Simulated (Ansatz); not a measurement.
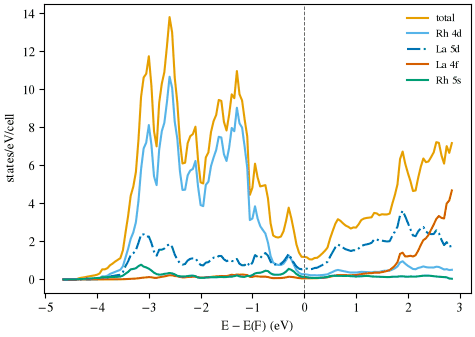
*Total and projected density of states of LaRh in space group Cmcm (No. 63; La on 4c, Rh on 4c), DFT-r²SCAN in the program Ansatz with PAW potentials*

Problem. Which orbitals carry the states next to the Fermi level?

Solution. Within 0.5 eV of the Fermi level: La 5d 43 %, Rh 4d 27 %, Rh 5s 12 %, La 6s 9 %. Projections are on Löwdin-orthogonalised atomic valence shells; empty p or d shells of many metals are not among them.

Problem. Where is the tallest occupied peak in this window, and what makes it?

Solution. Near -2.6 eV, about 14 states/eV per cell; the largest projected share is Rh 4d.

The workflow started from a Materials Project entry (that database holds measured and hypothetical structures alike); the Crystallography Open Database copy checked does not list it. Its standing as an ambient phase is unchecked. The cell was relaxed with r²SCAN under the symmetry of its start; whether a distortion lowers the energy is not shown. No spin polarisation was allowed. Spin–orbit coupling is left out wherever it is not named.

Potentials: the later of the program's two PAW sets.
